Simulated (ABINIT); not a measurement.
# CdS (Hawleyite): bands and cutoff in G0W0 with ABINIT, part 2 of 2

What does each rung of G0W0 on CdS (Hawleyite) cost, and what does it buy?

ABINIT 10.8.3; PBE and many-body steps on it, plane waves. Known limits of the many-body steps: not at the basis limit; no spin-orbit coupling; coarse k mesh.

So far. Step 3 (Screening, 4×4×4 mesh, 87 bands, screening to 149.7 eV): Local fields lower ε∞ by 6 %. On a Γ-centred mesh this coarse the value itself is usually too large, while a short band sum pulls it down. Step 4 (87 bands, 149.7 eV): The gap on the mesh goes from 1.14 eV to 2.04 eV, a correction of +0.90 eV.

## Step 6: 130 bands, 203.5 eV

This step: G0W0 on PBE, plane waves, norm-conserving pseudopotentials.

File run.abi:

```
acell 3*1.0 Angstrom
rprim 
  -0.000000000000 2.916500000000 2.916500000000
  2.916500000000 -0.000000000000 2.916500000000
  2.916500000000 2.916500000000 -0.000000000000
ntypat 2
znucl 48 16
natom 2
typat 1 2
xred 
  0.000000000000 0.000000000000 0.000000000000
  0.250000000000 0.250000000000 0.250000000000
pp_dirpath "pseudos"
pseudos "Cd.upf, S.upf"
ecut 47
ngkpt 4 4 4
nshiftk 1
shiftk 0 0 0
kptopt 1
chksymbreak 0
istwfk *1
occopt 1
irdwfk 1
optdriver 4
nband 130
gwcalctyp 0
ecutsigx 47
symsigma 1
nkptgw 3
kptgw 
  0.0000000000 0.0000000000 0.0000000000
  0.5000000000 0.0000000000 0.0000000000
  0.5000000000 0.5000000000 0.0000000000
bdgw 
  11 17
  12 16
  12 15
ecuteps 7.48
irdscr 1
ppmodel 1
indata_prefix "in"
outdata_prefix "out"
tmpdata_prefix "tmp"
```

On the command line:

```
OMP_NUM_THREADS=1 mpirun -n 4 abinit run.abi > log
```

Numbers of over 12 decimals in the logs are rounded to 6 here.

What it wrote:

```text
.Version 10.8.3 of ABINIT. v10.8.2 released Aug 2026.

 Symmetries : space group F-4 3 m (#216); Bravais cF (face-center cubic)
[... echo of the input left out ...]
== DATASET  1 ==================================================================
-   mpi_nproc: 4, omp_nthreads: 1 (-1 if OMP is not activated)

--- !DatasetInfo
iteration_state: {dtset: 1, }
dimensions: {natom: 2, nkpt: 8, mband: 130, nsppol: 1, nspinor: 1, nspden: 1, mpw: 5180, }
cutoff_energies: {ecut:  47.0, pawecutdg:  -1.0, }
electrons: {nelect:   2.60000000E+01, charge:   0.00000000E+00, occopt:   1.00000000E+00, tsmear:   1.00000000E-02, }

 SIGMA: Calculation of the GW corrections

 Based on a program developped by R.W. Godby, V. Olevano, G. Onida, and L. Reining.
 Incorporated in ABINIT by V. Olevano, G.-M. Rignanese, and M. Torrent.
.Using double precision arithmetic ; gwpc =  8

[... cell and pseudopotentials left out ...]
--------------------------------------------------------------------------------

 ==== K-mesh for the wavefunctions ====
 Number of points in the irreducible wedge :     8
[... list of points left out ...]
 Together with 24 symmetry operations and time-reversal symmetry
 yields    64 points in the full Brillouin Zone.

 ==== Q-mesh for screening function ====
 Number of points in the irreducible wedge :     8
[... list of points left out ...]
 Together with 24 symmetry operations and time-reversal symmetry
 yields    64 points in the full Brillouin Zone.

 vcoul_init : cutoff-mode = AUXILIARY_FUNCTION
 q-points for optical limit:   1
     1)      0.000010    0.000020    0.000030
 setmesh: FFT mesh size selected  =    50x   50x   50
          total number of points  =       125000

 Number of electrons calculated from density =   26.0000; Expected =   26.0000
[...]
number of plane-waves for wavefunctions          5065
 number of bands                                   130
 number of q-points in IBZ                           8
 number of frequencies                               2
 number of real frequencies                          1
 number of imag frequencies                          1

 matrix elements of self-energy operator (all in [eV])

 Perturbative Calculation

--- !SelfEnergy_ee
iteration_state: {dtset: 1, }
kpoint     : [   0.000,    0.000,    0.000, ]
spin       : 1
KS_gap     :    1.145
QP_gap     :    2.092
Delta_QP_KS:    0.948
data: !SigmaeeData |
     Band     E0 <VxcDFT>   SigX SigC(E0)      Z dSigC/dE  Sig(E)    E-E0       E
       11   4.366 -15.389 -18.420   2.022   0.781  -0.280 -16.177  -0.788   3.579
       12   4.366 -15.389 -18.420   2.022   0.781  -0.280 -16.177  -0.788   3.579
       13   4.366 -15.389 -18.420   2.022   0.781  -0.280 -16.177  -0.788   3.579
[...]
--- !SelfEnergy_ee
iteration_state: {dtset: 1, }
kpoint     : [   0.500,    0.000,    0.000, ]
spin       : 1
KS_gap     :    3.764
QP_gap     :    4.940
Delta_QP_KS:    1.176
data: !SigmaeeData |
     Band     E0 <VxcDFT>   SigX SigC(E0)      Z dSigC/dE  Sig(E)    E-E0       E
[...]
--- !SelfEnergy_ee
iteration_state: {dtset: 1, }
kpoint     : [   0.500,    0.500,    0.000, ]
spin       : 1
KS_gap     :    5.434
QP_gap     :    6.380
Delta_QP_KS:    0.947
data: !SigmaeeData |
     Band     E0 <VxcDFT>   SigX SigC(E0)      Z dSigC/dE  Sig(E)    E-E0       E
[...]
14   7.925  -9.286  -5.564  -3.721   0.823  -0.214  -9.285   0.001   7.925
       15   8.721 -11.929  -7.392  -4.013   0.808  -0.238 -11.506   0.423   9.144

== END DATASET(S) ==============================================================
================================================================================

 -outvars: echo values of variables after computation  --------
           etotal      0.0000000000E+00
            nband         130
             nkpt           8
          spgroup         216
 [... the other variables as echoed above ...]

 Calculation completed.
```

Run time: 36 s. Hardware: 4 MPI ranks of Arm Neoverse V1, shared host; peak memory 1.5 GiB.

Numbers from this step:

```yaml
g0w0_gap_on_the_points_computed: 2.092 eV
starting_gap_on_the_mesh: 1.145 eV
k_of_the_valence_top: 0, 0, 0
k_of_the_conduction_bottom: 0, 0, 0
z_at_the_valence_top: 0.781
z_at_the_conduction_bottom: 0.812
least_direct_g0w0_gap_on_the_computed_points: 2.092 eV
```

Against G0W0 in ABINIT (4×4×4 mesh, 87 bands, screening to 149.7 eV, Godby-Needs plasmon pole), the gap moves by +0.048 eV.

## Step 7: Screening, 4×4×4 mesh, 192 bands, screening to 269.4 eV

This step: RPA screening on PBE, plane waves, norm-conserving pseudopotentials.

run.abi: that of step 6 with these lines changed.

```diff
@@ -23,19 +23,8 @@
 irdwfk 1
-optdriver 4
-nband 130
-gwcalctyp 0
-ecutsigx 47
-symsigma 1
-nkptgw 3
-kptgw 
-  0.0000000000 0.0000000000 0.0000000000
-  0.5000000000 0.0000000000 0.0000000000
-  0.5000000000 0.5000000000 0.0000000000
-bdgw 
-  11 17
-  12 16
-  12 15
-ecuteps 7.48
-irdscr 1
-ppmodel 1
+optdriver 3
+nband 192
+ecuteps 9.9
+inclvkb 2
+awtr 1
+symchi 1
 indata_prefix "in"
```

What it wrote:

```text
.Version 10.8.3 of ABINIT. v10.8.2 released Aug 2026.

 Symmetries : space group F-4 3 m (#216); Bravais cF (face-center cubic)
[... echo of the input left out ...]
== DATASET  1 ==================================================================
-   mpi_nproc: 4, omp_nthreads: 1 (-1 if OMP is not activated)

--- !DatasetInfo
iteration_state: {dtset: 1, }
dimensions: {natom: 2, nkpt: 8, mband: 192, nsppol: 1, nspinor: 1, nspden: 1, mpw: 5180, }
cutoff_energies: {ecut:  47.0, pawecutdg:  -1.0, }
[...]
--------------------------------------------------------------------------------
[... chi0 elements left out ...]
 For q-point:  0.000010 0.000020 0.000030
  dielectric constant =  11.0606
  dielectric constant without local fields =  11.7809

  Average fulfillment of the sum rule on Im[epsilon] for q-point    1 :     78.50  [%]
[... wings left out ...]
  q-point number  2        q = ( 0.250000, 0.000000, 0.000000) [r.l.u.]
--------------------------------------------------------------------------------
[... chi0 elements left out ...]
  Average fulfillment of the sum rule on Im[epsilon] for q-point    2 :     86.73  [%]

 [... 6 further q-points ...]
```

Elapsed: 3 min, on 4 MPI ranks; peak memory 1.9 GiB.

This step gave:

- ε∞ with local fields, on this mesh, along the program's q direction: 11.06
- the same without local fields: 11.78
- plasma frequency: 26.88 eV
- plane waves in the screening matrix: 531

## Step 8: 192 bands, 269.4 eV

This step: G0W0 on PBE, plane waves, norm-conserving pseudopotentials.

run.abi: that of step 7 with these lines changed.

```diff
@@ -23,8 +23,19 @@
 irdwfk 1
-optdriver 3
+optdriver 4
 nband 192
+gwcalctyp 0
+ecutsigx 47
+symsigma 1
+nkptgw 3
+kptgw 
+  0.0000000000 0.0000000000 0.0000000000
+  0.5000000000 0.0000000000 0.0000000000
+  0.5000000000 0.5000000000 0.0000000000
+bdgw 
+  11 17
+  12 16
+  12 15
 ecuteps 9.9
-inclvkb 2
-awtr 1
-symchi 1
+irdscr 1
+ppmodel 1
 indata_prefix "in"
```

What it wrote:

```text
.Version 10.8.3 of ABINIT. v10.8.2 released Aug 2026.

 Symmetries : space group F-4 3 m (#216); Bravais cF (face-center cubic)
[... echo of the input left out ...]
== DATASET  1 ==================================================================
-   mpi_nproc: 4, omp_nthreads: 1 (-1 if OMP is not activated)

--- !DatasetInfo
iteration_state: {dtset: 1, }
dimensions: {natom: 2, nkpt: 8, mband: 192, nsppol: 1, nspinor: 1, nspden: 1, mpw: 5180, }
cutoff_energies: {ecut:  47.0, pawecutdg:  -1.0, }
[...]
Band     E0 <VxcDFT>   SigX SigC(E0)      Z dSigC/dE  Sig(E)    E-E0       E
[...]
14   7.925  -9.286  -5.564  -3.778   0.823  -0.215  -9.332  -0.046   7.878
       15   8.721 -11.929  -7.392  -4.099   0.807  -0.238 -11.575   0.354   9.075

== END DATASET(S) ==============================================================
================================================================================

 -outvars: echo values of variables after computation  --------
           etotal      0.0000000000E+00
            nband         192
             nkpt           8
          spgroup         216
 [... the other variables as echoed above ...]

 Calculation completed.
```

It took 1.9 min on 4 MPI ranks; peak memory 2.2 GiB; 7.6 min of CPU time.

This step gave:

- G0W0 gap on the points computed: 2.136 eV
- starting gap on the mesh: 1.145 eV
- k of the valence top: 0, 0, 0
- k of the conduction bottom: 0, 0, 0
- least direct G0W0 gap on the computed points: 2.136 eV

Against G0W0 in ABINIT (4×4×4 mesh, 130 bands, screening to 203.5 eV, Godby-Needs plasmon pole), the gap moves by +0.044 eV.

## Step 9: Screening, 4×4×4 mesh, 289 bands, screening to 359.2 eV

This step: RPA screening on PBE, plane waves, norm-conserving pseudopotentials.

run.abi: that of step 8 with these lines changed.

```diff
@@ -23,19 +23,8 @@
 irdwfk 1
-optdriver 4
-nband 192
-gwcalctyp 0
-ecutsigx 47
-symsigma 1
-nkptgw 3
-kptgw 
-  0.0000000000 0.0000000000 0.0000000000
-  0.5000000000 0.0000000000 0.0000000000
-  0.5000000000 0.5000000000 0.0000000000
-bdgw 
-  11 17
-  12 16
-  12 15
-ecuteps 9.9
-irdscr 1
-ppmodel 1
+optdriver 3
+nband 289
+ecuteps 13.2
+inclvkb 2
+awtr 1
+symchi 1
 indata_prefix "in"
```

What it wrote:

```text
.Version 10.8.3 of ABINIT. v10.8.2 released Aug 2026.

 Symmetries : space group F-4 3 m (#216); Bravais cF (face-center cubic)
[... echo of the input left out ...]
== DATASET  1 ==================================================================
-   mpi_nproc: 4, omp_nthreads: 1 (-1 if OMP is not activated)

--- !DatasetInfo
iteration_state: {dtset: 1, }
dimensions: {natom: 2, nkpt: 8, mband: 289, nsppol: 1, nspinor: 1, nspden: 1, mpw: 5180, }
cutoff_energies: {ecut:  47.0, pawecutdg:  -1.0, }
[...]
--------------------------------------------------------------------------------
[... chi0 elements left out ...]
 For q-point:  0.000010 0.000020 0.000030
  dielectric constant =  11.0561
  dielectric constant without local fields =  11.7817

  Average fulfillment of the sum rule on Im[epsilon] for q-point    1 :     85.80  [%]
[... wings left out ...]
  q-point number  2        q = ( 0.250000, 0.000000, 0.000000) [r.l.u.]
--------------------------------------------------------------------------------
[... chi0 elements left out ...]
  Average fulfillment of the sum rule on Im[epsilon] for q-point    2 :     91.27  [%]

 [... 6 further q-points ...]
```

The job ended after 7.8 min (4 MPI ranks; peak memory 3.3 GiB; 31 min of CPU time).

This step gave:

```
ε∞ with local fields, on this mesh, along the program's q direction : 11.06
the same without local fields                                       : 11.78
plasma frequency                                                    : 26.88 eV
plane waves in the screening matrix                                 : 749
```

## Step 10: 289 bands, 359.2 eV

This step: G0W0 on PBE, plane waves, norm-conserving pseudopotentials.

run.abi: that of step 9 with these lines changed.

```diff
@@ -23,8 +23,19 @@
 irdwfk 1
-optdriver 3
+optdriver 4
 nband 289
+gwcalctyp 0
+ecutsigx 47
+symsigma 1
+nkptgw 3
+kptgw 
+  0.0000000000 0.0000000000 0.0000000000
+  0.5000000000 0.0000000000 0.0000000000
+  0.5000000000 0.5000000000 0.0000000000
+bdgw 
+  11 17
+  12 16
+  12 15
 ecuteps 13.2
-inclvkb 2
-awtr 1
-symchi 1
+irdscr 1
+ppmodel 1
 indata_prefix "in"
```

What it wrote:

```text
.Version 10.8.3 of ABINIT. v10.8.2 released Aug 2026.

 Symmetries : space group F-4 3 m (#216); Bravais cF (face-center cubic)
[... echo of the input left out ...]
== DATASET  1 ==================================================================
-   mpi_nproc: 4, omp_nthreads: 1 (-1 if OMP is not activated)

--- !DatasetInfo
iteration_state: {dtset: 1, }
dimensions: {natom: 2, nkpt: 8, mband: 289, nsppol: 1, nspinor: 1, nspden: 1, mpw: 5180, }
cutoff_energies: {ecut:  47.0, pawecutdg:  -1.0, }
[...]
Band     E0 <VxcDFT>   SigX SigC(E0)      Z dSigC/dE  Sig(E)    E-E0       E
[...]
14   7.925  -9.286  -5.564  -3.819   0.823  -0.215  -9.366  -0.080   7.845
       15   8.721 -11.929  -7.392  -4.160   0.807  -0.239 -11.625   0.304   9.025

== END DATASET(S) ==============================================================
================================================================================

 -outvars: echo values of variables after computation  --------
           etotal      0.0000000000E+00
            nband         289
             nkpt           8
          spgroup         216
 [... the other variables as echoed above ...]

 Calculation completed.
```

Wall time 5.5 min (4 MPI ranks); peak memory 4 GiB.

Numbers from this step:

| Quantity | Value |
| --- | --- |
| G0W0 gap on the points computed | 2.170 eV |
| starting gap on the mesh | 1.145 eV |
| k of the valence top | 0, 0, 0 |
| k of the conduction bottom | 0, 0, 0 |
| least direct G0W0 gap on the computed points | 2.170 eV |

Against G0W0 in ABINIT (4×4×4 mesh, 192 bands, screening to 269.4 eV, Godby-Needs plasmon pole), the gap moves by +0.034 eV.

## Step 11: Screening, 4×4×4 mesh, 422 bands, screening to 466.9 eV

This step: RPA screening on PBE, plane waves, norm-conserving pseudopotentials.

run.abi: that of step 10 with these lines changed.

```diff
@@ -23,19 +23,8 @@
 irdwfk 1
-optdriver 4
-nband 289
-gwcalctyp 0
-ecutsigx 47
-symsigma 1
-nkptgw 3
-kptgw 
-  0.0000000000 0.0000000000 0.0000000000
-  0.5000000000 0.0000000000 0.0000000000
-  0.5000000000 0.5000000000 0.0000000000
-bdgw 
-  11 17
-  12 16
-  12 15
-ecuteps 13.2
-irdscr 1
-ppmodel 1
+optdriver 3
+nband 422
+ecuteps 17.16
+inclvkb 2
+awtr 1
+symchi 1
 indata_prefix "in"
```

What it wrote:

```text
.Version 10.8.3 of ABINIT. v10.8.2 released Aug 2026.

 Symmetries : space group F-4 3 m (#216); Bravais cF (face-center cubic)
[... echo of the input left out ...]
== DATASET  1 ==================================================================
-   mpi_nproc: 4, omp_nthreads: 1 (-1 if OMP is not activated)

--- !DatasetInfo
iteration_state: {dtset: 1, }
dimensions: {natom: 2, nkpt: 8, mband: 422, nsppol: 1, nspinor: 1, nspden: 1, mpw: 5180, }
cutoff_energies: {ecut:  47.0, pawecutdg:  -1.0, }
[...]
--------------------------------------------------------------------------------
[... chi0 elements left out ...]
 For q-point:  0.000010 0.000020 0.000030
  dielectric constant =  11.0522
  dielectric constant without local fields =  11.7819

  Average fulfillment of the sum rule on Im[epsilon] for q-point    1 :     90.55  [%]
[... wings left out ...]
  q-point number  2        q = ( 0.250000, 0.000000, 0.000000) [r.l.u.]
--------------------------------------------------------------------------------
[... chi0 elements left out ...]
  Average fulfillment of the sum rule on Im[epsilon] for q-point    2 :     94.12  [%]

 [... 6 further q-points ...]
```

The job ended after 21 min (4 MPI ranks; peak memory 4.6 GiB; 82 min of CPU time).

This step gave:

```
ε∞ with local fields, on this mesh, along the program's q direction : 11.05
the same without local fields                                       : 11.78
plasma frequency                                                    : 26.88 eV
plane waves in the screening matrix                                 : 1139
```

## Step 12: 422 bands, 466.9 eV

This step: G0W0 on PBE, plane waves, norm-conserving pseudopotentials.

run.abi: that of step 11 with these lines changed.

```diff
@@ -23,8 +23,19 @@
 irdwfk 1
-optdriver 3
+optdriver 4
 nband 422
+gwcalctyp 0
+ecutsigx 47
+symsigma 1
+nkptgw 3
+kptgw 
+  0.0000000000 0.0000000000 0.0000000000
+  0.5000000000 0.0000000000 0.0000000000
+  0.5000000000 0.5000000000 0.0000000000
+bdgw 
+  11 17
+  12 16
+  12 15
 ecuteps 17.16
-inclvkb 2
-awtr 1
-symchi 1
+irdscr 1
+ppmodel 1
 indata_prefix "in"
```

What it wrote:

```text
.Version 10.8.3 of ABINIT. v10.8.2 released Aug 2026.

 Symmetries : space group F-4 3 m (#216); Bravais cF (face-center cubic)
[... echo of the input left out ...]
== DATASET  1 ==================================================================
-   mpi_nproc: 4, omp_nthreads: 1 (-1 if OMP is not activated)

--- !DatasetInfo
iteration_state: {dtset: 1, }
dimensions: {natom: 2, nkpt: 8, mband: 422, nsppol: 1, nspinor: 1, nspden: 1, mpw: 5180, }
cutoff_energies: {ecut:  47.0, pawecutdg:  -1.0, }
[...]
Band     E0 <VxcDFT>   SigX SigC(E0)      Z dSigC/dE  Sig(E)    E-E0       E
[...]
14   7.925  -9.286  -5.564  -3.844   0.823  -0.215  -9.386  -0.100   7.824
       15   8.721 -11.929  -7.392  -4.197   0.807  -0.239 -11.654   0.274   8.995

== END DATASET(S) ==============================================================
================================================================================

 -outvars: echo values of variables after computation  --------
           etotal      0.0000000000E+00
            nband         422
             nkpt           8
          spgroup         216
 [... the other variables as echoed above ...]

 Calculation completed.
```

It took 18 min on 4 MPI ranks; peak memory 6.6 GiB.

Numbers from this step:

```
G0W0 gap on the points computed              : 2.193 eV
starting gap on the mesh                     : 1.145 eV
k of the valence top                         : 0, 0, 0
k of the conduction bottom                   : 0, 0, 0
least direct G0W0 gap on the computed points : 2.193 eV
```

Against G0W0 in ABINIT (4×4×4 mesh, 289 bands, screening to 359.2 eV, Godby-Needs plasmon pole), the gap moves by +0.023 eV.

## Step 13: The runs together

Times are wall times on 4 MPI ranks of Arm Neoverse V1, shared host, good to a factor of about two. A run's time includes the screening step that it read.

| run | mesh | bands | screening cutoff (eV) | DFT gap (eV) | gap on the mesh (eV) | direct (eV) | ε∞ used | time |
| --- | --- | --- | --- | --- | --- | --- | --- | --- |
| 87 bands, 149.7 eV | 4×4×4 | 87 | 149.7 | 1.145 | 2.044 | 2.044 | 11.07 | 55 s |
| 130 bands, 203.5 eV | 4×4×4 | 130 | 203.5 | 1.145 | 2.092 | 2.092 | 11.07 | 2 min |
| 192 bands, 269.4 eV | 4×4×4 | 192 | 269.4 | 1.145 | 2.136 | 2.136 | 11.06 | 4.9 min |
| 289 bands, 359.2 eV | 4×4×4 | 289 | 359.2 | 1.145 | 2.170 | 2.170 | 11.06 | 13 min |
| 422 bands, 466.9 eV | 4×4×4 | 422 | 466.9 | 1.145 | 2.193 | 2.193 | 11.05 | 39 min |

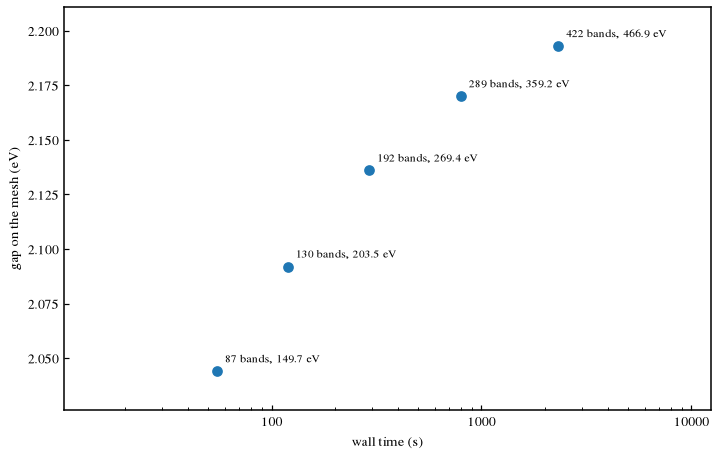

Result against wall time.

## Step 14: Results

```json
{
 "87 bands, 149.7 eV": "2.044 eV",
 "130 bands, 203.5 eV": "2.092 eV",
 "192 bands, 269.4 eV": "2.136 eV",
 "289 bands, 359.2 eV": "2.170 eV",
 "422 bands, 466.9 eV": "2.193 eV",
 "known limits": "not at the basis limit; no spin-orbit coupling; coarse k mesh"
}
```

**Reading.** From the first rung to the last the gap moves by +0.15 eV for 42 times the time. In the G0W0 runs levels were corrected at 3 k points alone, so a gap called «on the mesh» is the least over those, and an edge elsewhere would be missed. The 4×4×4 mesh is coarse for this cell, which bears on the long-range parts of exchange and screening. The many-body steps are scalar-relativistic: spin-orbit coupling is not in them.

[Paths, hosts, dates, memory and timing lines, banners, echoed tables and standing remarks are left out of the program output.]

[Logs are printed without paths, hosts, clocks, repeated set-up lines and the standing remarks that a program may print on its own settings, such as how far it seeks lower states.]

[Runs of the session that timed out or met a known fault of the program may be left out.]

[Hosts, paths, dates, database ids (printed as entryN), source tags and the programs' standing remarks are cut or masked in the printed files.]

[G0W0 gaps are taken among the corrected bands and points alone; a level outside them can change the order at an edge.]

[Where Ansatz stands beside ABINIT at settings called matched, ABINIT's density can come from a denser mesh and the files from another edition; pairs whose starting gaps differed by over 0.03 eV were left out, so agreement reads better than it is.]
